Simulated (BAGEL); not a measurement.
**doublet BSiNH4S+ at 4 levels**

We compute a comparison of 4 runs (ROHF/6-31G*, UHF/6-31G*, ROHF/cc-pVDZ, UHF/cc-pVDZ) of doublet BSiNH4S+. 

Program for the calculation: BAGEL 1.2.2.

1 further run of the same task is left out (it didn't finish). Runs told in other sessions of the task aren't counted.

**1. Starting point**

BSiNH4S+: 8 atoms, total charge +1, spin state doublet. SMILES of the parent species: `S[SiH]1BN1`. The coordinates come from a PBE0-D4/def2-TZVP relaxation. This is one conformer, not always the lowest. That shape belongs to the parent species and isn't relaxed for this state.

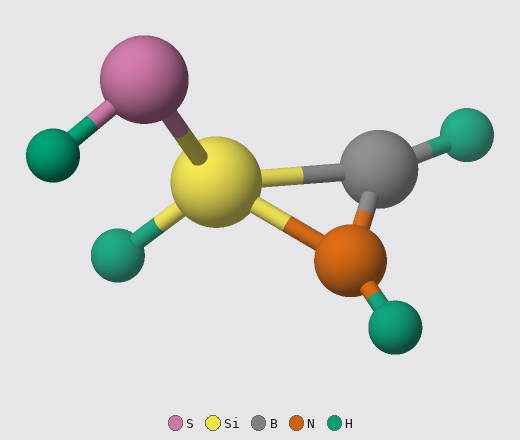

Viewed from a chosen angle; sulfur pink, silicon yellow, boron grey, nitrogen orange, hydrogen teal.

**2. The energy at ROHF/6-31G(d) (density fitting with qzvpp-jkfit, spherical functions) (run 1)**

The input, input.json:

```json
{ "bagel": [

{
  "title": "molecule",
  "basis": "6-31gs.json",
  "df_basis": "qzvpp-jkfit",
  "angstrom": true,
  "geometry": [
    { "atom": "S", "xyz": [      -2.198700,      -0.554700,      -0.360400 ] },
    { "atom": "Si", "xyz": [      -0.326600,      -0.039100,       0.515400 ] },
    { "atom": "B", "xyz": [       1.350500,      -0.825500,       0.014200 ] },
    { "atom": "N", "xyz": [       0.999600,       0.392100,      -0.541100 ] },
    { "atom": "H", "xyz": [      -2.816800,       0.582000,       0.001900 ] },
    { "atom": "H", "xyz": [      -0.578800,       0.932200,       1.605800 ] },
    { "atom": "H", "xyz": [       2.264800,      -1.577600,      -0.080200 ] },
    { "atom": "H", "xyz": [       1.398200,       1.033600,      -1.211500 ] }
  ]
},

{ "title": "rohf", "charge": 1, "nopen": 1 },

{ "title": "print", "file": "orbitals.molden", "orbitals": true }

]}
```

The basis set 6-31G* is read from a file made from the Basis Set Exchange's data (not shown).

Command:

```
$ BAGEL_NUM_THREADS=1 BAGEL input.json > input.out
```

Log:

```text
* using 1 threads per process

  ===============================================================
  ===============================================================

  *** Geometry ***

  { "atom" : "S", "xyz" : [     -4.154941,     -1.048231,     -0.681057 ] },
  { "atom" : "Si", "xyz" : [     -0.617185,     -0.073888,      0.973965 ] },
  { "atom" : "B", "xyz" : [      2.552075,     -1.559969,      0.026834 ] },
  { "atom" : "N", "xyz" : [      1.888970,      0.740962,     -1.022531 ] },
  { "atom" : "H", "xyz" : [     -5.322981,      1.099821,      0.003590 ] },
  { "atom" : "H", "xyz" : [     -1.093773,      1.761603,      3.034522 ] },
  { "atom" : "H", "xyz" : [      4.279852,     -2.981232,     -0.151556 ] },
  { "atom" : "H", "xyz" : [      2.642215,      1.953221,     -2.289403 ] },

  Number of auxiliary basis functions:      480

  Since a DF basis is specified, we compute 2- and 3-index integrals:
    o Being stored without compression. Storage requirement is 0.020 GB

  Number of basis functions:       72
  Number of electrons      :       46

    * METHOD: MOLECULE                             0.25

  *** Open-shell HF ***

  === Nuclear Repulsion ===
   186.9826419113

      * DIIS with orbital gradients will be used.

  === ROHF iteration (6-31gs.json) ===
      0       -767.39600295          0.04059780           0.13
      1       -767.51922855          0.02838768           0.13
      2       -767.55644497          0.01957042           0.13
      3       -767.58928964          0.00185300           0.13
      4       -767.59026749          0.00077584           0.13
      5       -767.59064050          0.00039710           0.13
      6       -767.59080610          0.00017725           0.13
      7       -767.59087699          0.00008114           0.13
      8       -767.59090130          0.00003226           0.13
      9       -767.59090947          0.00001461           0.13
     10       -767.59091137          0.00000792           0.13
     11       -767.59091202          0.00000484           0.13
     12       -767.59091184          0.00000260           0.13
     13       -767.59091181          0.00000141           0.13
     14       -767.59091173          0.00000074           0.13
     15       -767.59091172          0.00000044           0.13
     16       -767.59091172          0.00000022           0.13
     17       -767.59091174          0.00000010           0.13
     18       -767.59091176          0.00000007           0.13
     19       -767.59091177          0.00000004           0.13
     20       -767.59091177          0.00000002           0.13
     21       -767.59091177          0.00000001           0.13
     22       -767.59091177          0.00000001           0.13
    * SCF iteration converged.

    * S^2 (ROHF) is 0.7500

    * Permanent dipole moment:
           (   -1.581974,    -0.391683,    -0.450932) a.u.

    * METHOD: ROHF                                 3.12

    * METHOD: PRINT                                0.01

  ===============================================================
```

Wall time 3.6 s (1 thread of Arm Neoverse V1, shared host); peak memory 0.1 GiB.

**3. The energy at UHF/6-31G(d) (density fitting with qzvpp-jkfit, spherical functions) (run 2)**

The input, job.json:

```json
{ "bagel" : [

{
  "title" : "molecule",
  "basis" : "6-31gs.json",
  "df_basis" : "qzvpp-jkfit",
  "angstrom" : "true",
  "geometry" : [
    { "atom" : "S", "xyz" : [   -2.198700,   -0.554700,   -0.360400 ] },
    { "atom" : "Si", "xyz" : [   -0.326600,   -0.039100,    0.515400 ] },
    { "atom" : "B", "xyz" : [    1.350500,   -0.825500,    0.014200 ] },
    { "atom" : "N", "xyz" : [    0.999600,    0.392100,   -0.541100 ] },
    { "atom" : "H", "xyz" : [   -2.816800,    0.582000,    0.001900 ] },
    { "atom" : "H", "xyz" : [   -0.578800,    0.932200,    1.605800 ] },
    { "atom" : "H", "xyz" : [    2.264800,   -1.577600,   -0.080200 ] },
    { "atom" : "H", "xyz" : [    1.398200,    1.033600,   -1.211500 ] }
  ]
},
{ "title" : "uhf", "charge" : 1, "nopen" : 1 },
{ "title" : "print", "file" : "orbitals.molden", "orbitals" : "true" }

]}
```

The basis set 6-31G* is read from a file made from the Basis Set Exchange's data (not shown).

Command:

```
$ BAGEL_NUM_THREADS=1 BAGEL job.json > job.out
```

Log:

```text
* using 1 threads per process

  ===============================================================
  ===============================================================

  *** Geometry ***

  { "atom" : "S", "xyz" : [     -4.154941,     -1.048231,     -0.681057 ] },
  { "atom" : "Si", "xyz" : [     -0.617185,     -0.073888,      0.973965 ] },
  { "atom" : "B", "xyz" : [      2.552075,     -1.559969,      0.026834 ] },
  { "atom" : "N", "xyz" : [      1.888970,      0.740962,     -1.022531 ] },
  { "atom" : "H", "xyz" : [     -5.322981,      1.099821,      0.003590 ] },
  { "atom" : "H", "xyz" : [     -1.093773,      1.761603,      3.034522 ] },
  { "atom" : "H", "xyz" : [      4.279852,     -2.981232,     -0.151556 ] },
  { "atom" : "H", "xyz" : [      2.642215,      1.953221,     -2.289403 ] },

  Number of auxiliary basis functions:      480

  Since a DF basis is specified, we compute 2- and 3-index integrals:
    o Being stored without compression. Storage requirement is 0.020 GB

  Number of basis functions:       72
  Number of electrons      :       46

    * METHOD: MOLECULE                             0.25

  *** Open-shell HF ***

  === Nuclear Repulsion ===
   186.9826419113

      * DIIS with orbital gradients will be used.

  === UHF iteration (6-31gs.json) ===
      0       -767.39600295          0.04059780           0.13
      1       -767.52271535          0.02821670           0.13
      2       -767.56014795          0.01933315           0.13
      3       -767.59177429          0.00164936           0.13
      4       -767.59261465          0.00064149           0.13
      5       -767.59281563          0.00031823           0.13
      6       -767.59293444          0.00015428           0.13
      7       -767.59299050          0.00008121           0.13
      8       -767.59301210          0.00004469           0.13
      9       -767.59302231          0.00002218           0.13
     10       -767.59302531          0.00001188           0.13
     11       -767.59302621          0.00000725           0.13
     12       -767.59302654          0.00000433           0.13
     13       -767.59302670          0.00000205           0.13
     14       -767.59302673          0.00000132           0.13
     15       -767.59302674          0.00000104           0.13
     16       -767.59302675          0.00000074           0.13
     17       -767.59302676          0.00000041           0.13
     18       -767.59302676          0.00000026           0.13
     19       -767.59302676          0.00000016           0.13
     20       -767.59302676          0.00000009           0.13
     21       -767.59302676          0.00000005           0.13
     22       -767.59302676          0.00000003           0.13
     23       -767.59302676          0.00000002           0.13
     24       -767.59302676          0.00000001           0.13
     25       -767.59302676          0.00000001           0.13
    * SCF iteration converged.

    * S^2 (UHF) is 0.7596

    * Permanent dipole moment:
           (   -1.552679,    -0.394878,    -0.434584) a.u.

    * METHOD: UHF                                  3.50

    * METHOD: PRINT                                0.01

  ===============================================================
```

Wall time 3.9 s (1 thread of Arm Neoverse V1, shared host); peak memory 0.1 GiB.

**4. A single-point energy at ROHF/cc-pVDZ (density fitting with qzvpp-jkfit) (run 3)**

The input, job.json:

```json
{ "bagel": [

{
  "title": "molecule",
  "basis": "cc-pvdz.json",
  "df_basis": "qzvpp-jkfit",
  "angstrom": true,
  "geometry": [
    { "atom": "S", "xyz": [   -2.198700,   -0.554700,   -0.360400 ] },
    { "atom": "Si", "xyz": [   -0.326600,   -0.039100,    0.515400 ] },
    { "atom": "B", "xyz": [    1.350500,   -0.825500,    0.014200 ] },
    { "atom": "N", "xyz": [    0.999600,    0.392100,   -0.541100 ] },
    { "atom": "H", "xyz": [   -2.816800,    0.582000,    0.001900 ] },
    { "atom": "H", "xyz": [   -0.578800,    0.932200,    1.605800 ] },
    { "atom": "H", "xyz": [    2.264800,   -1.577600,   -0.080200 ] },
    { "atom": "H", "xyz": [    1.398200,    1.033600,   -1.211500 ] }
  ]
},
{
  "title": "rohf",
  "charge": 1,
  "nopen": 1
},
{
  "title": "print",
  "file": "orbitals.molden",
  "orbitals": true
}

]}
```

The basis set cc-pVDZ is read from a file made from the Basis Set Exchange's data (not shown).

Command:

```
$ BAGEL_NUM_THREADS=1 BAGEL job.json > job.out
```

Log:

```text
* using 1 threads per process

  ===============================================================
  ===============================================================

  *** Geometry ***

  { "atom" : "S", "xyz" : [     -4.154941,     -1.048231,     -0.681057 ] },
  { "atom" : "Si", "xyz" : [     -0.617185,     -0.073888,      0.973965 ] },
  { "atom" : "B", "xyz" : [      2.552075,     -1.559969,      0.026834 ] },
  { "atom" : "N", "xyz" : [      1.888970,      0.740962,     -1.022531 ] },
  { "atom" : "H", "xyz" : [     -5.322981,      1.099821,      0.003590 ] },
  { "atom" : "H", "xyz" : [     -1.093773,      1.761603,      3.034522 ] },
  { "atom" : "H", "xyz" : [      4.279852,     -2.981232,     -0.151556 ] },
  { "atom" : "H", "xyz" : [      2.642215,      1.953221,     -2.289403 ] },

  Number of auxiliary basis functions:      480

  Since a DF basis is specified, we compute 2- and 3-index integrals:
    o Being stored without compression. Storage requirement is 0.027 GB

  Number of basis functions:       84
  Number of electrons      :       46

    * METHOD: MOLECULE                             0.25

  *** Open-shell HF ***

  === Nuclear Repulsion ===
   186.9826419113

      * DIIS with orbital gradients will be used.

  === ROHF iteration (cc-pvdz.json) ===
      0       -767.41084123          0.03337000           0.16
      1       -767.53272147          0.02712681           0.15
      2       -767.58032623          0.01775296           0.16
      3       -767.63062314          0.00230166           0.16
      4       -767.63413451          0.00147970           0.15
      5       -767.63615084          0.00129554           0.16
      6       -767.64028452          0.00066802           0.16
      7       -767.64148982          0.00024508           0.16
      8       -767.64168895          0.00012079           0.16
      9       -767.64171400          0.00006412           0.16
     10       -767.64171389          0.00003724           0.16
     11       -767.64172757          0.00001828           0.15
     12       -767.64172474          0.00000815           0.16
     13       -767.64172577          0.00000442           0.16
     14       -767.64172589          0.00000260           0.15
     15       -767.64172574          0.00000133           0.15
     16       -767.64172567          0.00000069           0.15
     17       -767.64172566          0.00000036           0.15
     18       -767.64172565          0.00000019           0.15
     19       -767.64172566          0.00000012           0.15
     20       -767.64172567          0.00000006           0.15
     21       -767.64172567          0.00000004           0.15
     22       -767.64172567          0.00000002           0.15
     23       -767.64172568          0.00000001           0.16
     24       -767.64172568          0.00000001           0.15
    * SCF iteration converged.

    * S^2 (ROHF) is 0.7500

    * Permanent dipole moment:
           (   -1.494373,    -0.406011,    -0.374181) a.u.

    * METHOD: ROHF                                 4.08

    * METHOD: PRINT                                0.02

  ===============================================================
```

It took 4.5 s on 1 thread of Arm Neoverse V1, shared host; peak memory 0.12 GiB.

**5. The energy at UHF/cc-pVDZ (density fitting with qzvpp-jkfit) (run 4)**

The input, calc.json:

```json
{ "bagel": [

{
  "title": "molecule",
  "basis": "cc-pvdz.json",
  "df_basis": "qzvpp-jkfit",
  "angstrom": true,
  "geometry": [
    { "atom": "S", "xyz": [      -2.198700,      -0.554700,      -0.360400 ] },
    { "atom": "Si", "xyz": [      -0.326600,      -0.039100,       0.515400 ] },
    { "atom": "B", "xyz": [       1.350500,      -0.825500,       0.014200 ] },
    { "atom": "N", "xyz": [       0.999600,       0.392100,      -0.541100 ] },
    { "atom": "H", "xyz": [      -2.816800,       0.582000,       0.001900 ] },
    { "atom": "H", "xyz": [      -0.578800,       0.932200,       1.605800 ] },
    { "atom": "H", "xyz": [       2.264800,      -1.577600,      -0.080200 ] },
    { "atom": "H", "xyz": [       1.398200,       1.033600,      -1.211500 ] }
  ]
},

{
  "title": "uhf",
  "charge": 1,
  "nopen": 1
},

{
  "title": "print",
  "file": "orbitals.molden",
  "orbitals": true
}

]}
```

The basis set cc-pVDZ is read from a file made from the Basis Set Exchange's data (not shown).

Command:

```
$ BAGEL_NUM_THREADS=1 BAGEL calc.json > calc.out
```

Log:

```text
* using 1 threads per process

  ===============================================================
  ===============================================================

  *** Geometry ***

  { "atom" : "S", "xyz" : [     -4.154941,     -1.048231,     -0.681057 ] },
  { "atom" : "Si", "xyz" : [     -0.617185,     -0.073888,      0.973965 ] },
  { "atom" : "B", "xyz" : [      2.552075,     -1.559969,      0.026834 ] },
  { "atom" : "N", "xyz" : [      1.888970,      0.740962,     -1.022531 ] },
  { "atom" : "H", "xyz" : [     -5.322981,      1.099821,      0.003590 ] },
  { "atom" : "H", "xyz" : [     -1.093773,      1.761603,      3.034522 ] },
  { "atom" : "H", "xyz" : [      4.279852,     -2.981232,     -0.151556 ] },
  { "atom" : "H", "xyz" : [      2.642215,      1.953221,     -2.289403 ] },

  Number of auxiliary basis functions:      480

  Since a DF basis is specified, we compute 2- and 3-index integrals:
    o Being stored without compression. Storage requirement is 0.027 GB

  Number of basis functions:       84
  Number of electrons      :       46

    * METHOD: MOLECULE                             0.25

  *** Open-shell HF ***

  === Nuclear Repulsion ===
   186.9826419113

      * DIIS with orbital gradients will be used.

  === UHF iteration (cc-pvdz.json) ===
      0       -767.41084123          0.03337000           0.15
      1       -767.54087457          0.02677807           0.16
      2       -767.58972930          0.01731359           0.16
      3       -767.63668262          0.00202002           0.15
      4       -767.63895915          0.00104684           0.16
      5       -767.63985939          0.00079360           0.15
      6       -767.64155753          0.00058504           0.16
      7       -767.64301716          0.00035791           0.15
      8       -767.64352559          0.00024269           0.15
      9       -767.64391524          0.00010035           0.15
     10       -767.64396168          0.00005172           0.15
     11       -767.64397574          0.00003937           0.15
     12       -767.64398048          0.00002024           0.15
     13       -767.64398271          0.00001024           0.16
     14       -767.64398305          0.00000557           0.15
     15       -767.64398316          0.00000395           0.16
     16       -767.64398321          0.00000246           0.16
     17       -767.64398324          0.00000141           0.15
     18       -767.64398325          0.00000082           0.16
     19       -767.64398326          0.00000055           0.15
     20       -767.64398326          0.00000037           0.15
     21       -767.64398326          0.00000022           0.15
     22       -767.64398326          0.00000013           0.15
     23       -767.64398326          0.00000007           0.15
     24       -767.64398326          0.00000004           0.15
     25       -767.64398326          0.00000003           0.15
     26       -767.64398326          0.00000002           0.15
     27       -767.64398326          0.00000002           0.15
     28       -767.64398326          0.00000001           0.15
    * SCF iteration converged.

    * S^2 (UHF) is 0.7605

    * Permanent dipole moment:
           (   -1.465408,    -0.409845,    -0.358340) a.u.

    * METHOD: UHF                                  4.69

    * METHOD: PRINT                                0.02

  ===============================================================
```

Wall time 5.1 s (1 thread of Arm Neoverse V1, shared host); peak memory 0.12 GiB.

**6. The series**

```csv
run,level,energy (Eh),⟨S²⟩,wall time
1,"ROHF/6-31G* (density fitting with qzvpp-jkfit, spherical functions)",-767.590912,0.750,3.6 s
2,"UHF/6-31G* (density fitting with qzvpp-jkfit, spherical functions)",-767.593027,0.760,3.9 s
3,ROHF/cc-pVDZ (density fitting with qzvpp-jkfit),-767.641726,0.750,4.5 s
4,UHF/cc-pVDZ (density fitting with qzvpp-jkfit),-767.643983,0.760,5.1 s
```

**7. Outcome**

| quantity | value |
| --- | --- |
| run 4: total energy | -767.64398 Eh |
| run 4: ⟨S²⟩ | 0.760 |

What this shows: Over the runs the total energy spans 1.444 eV. All runs together took 17 s, the longest 5.1 s.
